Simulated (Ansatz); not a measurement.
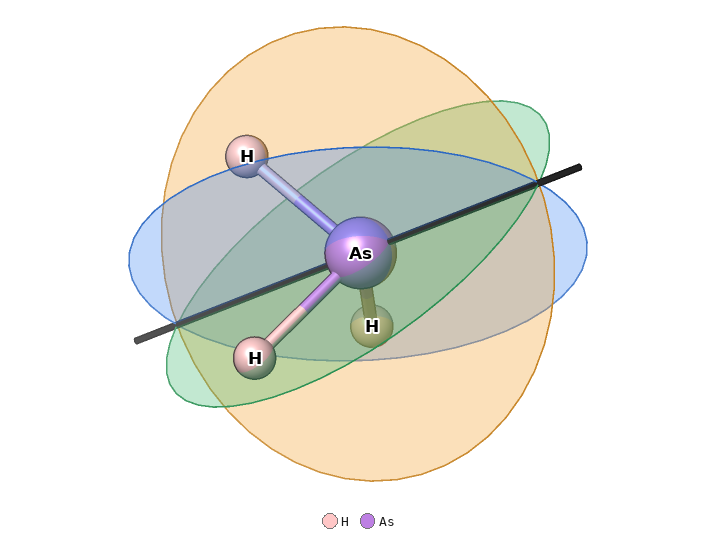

All proper rotation axes (lines) and mirror planes (discs) of the structure are drawn in. Distant atoms are faded towards the background colour. The geometry was computed by an optimisation with PBE0-D4/def2-TZVP.

Name the symmetry elements and the point group.

Answer. It has 1 C3 axis and 3 mirror planes. Point group C3v. The group has 6 operations. The geometry is achiral, and symmetry allows a dipole moment.
